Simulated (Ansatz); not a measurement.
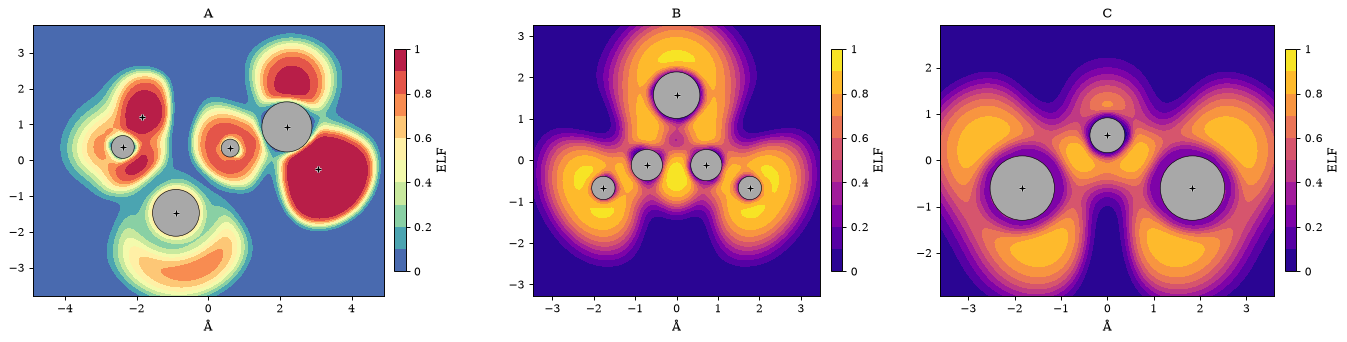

The electron localisation function of 3 systems, each on a plane through atoms (crosses mark nuclei in the plane; grey discs cover the cores).

All numbers below come from isolated molecule in a Gaussian basis; Kohn-Sham density functional theory, functional PBE0 in Ansatz 0.2.0.

System 1: C₂O₂S (SMILES O=c1sc1=O), the molecular plane. Geometry: r2SCAN-D4/def2-SVP.

```xyz
5

C    -0.2054    0.2997   -0.1208
C    -1.3456   -0.5376    0.1228
O     0.8356    0.5327   -0.6426
O    -1.9747   -1.5312   -0.0424
S    -1.4049    1.0433    1.0509
```

System 2: CH₂I₂ (SMILES ICI), the plane of atoms I2, C1 and I3. Geometry: PBE-D3(BJ)/def2-SVP; core potentials replace the inner electrons of I.

```xyz
5

C    -0.6102   -0.1916    0.0483
I     0.4136    0.0774   -1.8358
I     0.4648   -1.2784    1.5759
H    -1.5359   -0.7520   -0.1608
H    -0.8225    0.8124    0.4503
```

System 3: FH₇NSiSn (charge +1), the plane of atoms F1, Sn4 and N2. Geometry: PBE0-D3(BJ)/def2-SVP; core potentials replace the inner electrons of Sn.

```xyz
11

F    -0.6385   -0.0856   -0.8069
N     2.1338   -0.4597    0.2673
Si   -1.9330   -0.2076   -1.9099
Sn    0.4810    1.1086    0.8900
H     1.8512   -0.8943   -0.6156
H     3.0471   -0.0285    0.0993
H     1.1397    2.0795   -0.4410
H     2.2745   -1.2158    0.9420
H    -2.2422   -1.6542   -1.9497
H    -1.3896    0.3326   -3.1767
H    -3.0029    0.6240   -1.3117
```

### Match each panel to its system.

Panel A is system 3, FH₇NSiSn: the plane holds F, N, Si, Sn and H. Si–F (1.71 Å): the ELF peaks at about 0.85 in the valence shell of F, 0.6 Å from its nucleus, and is about 0.50 at the midpoint. Panel B is system 1, C₂O₂S: the plane holds C, O and S. C–O (1.19 Å): the ELF peaks at about 0.85 between the atoms; a short, multiple covalent bond. Panel C is system 2, CH₂I₂: the plane holds C and I. C–I (2.16 Å): the ELF peaks at about 0.85 between the atoms, as expected for a shared electron pair.
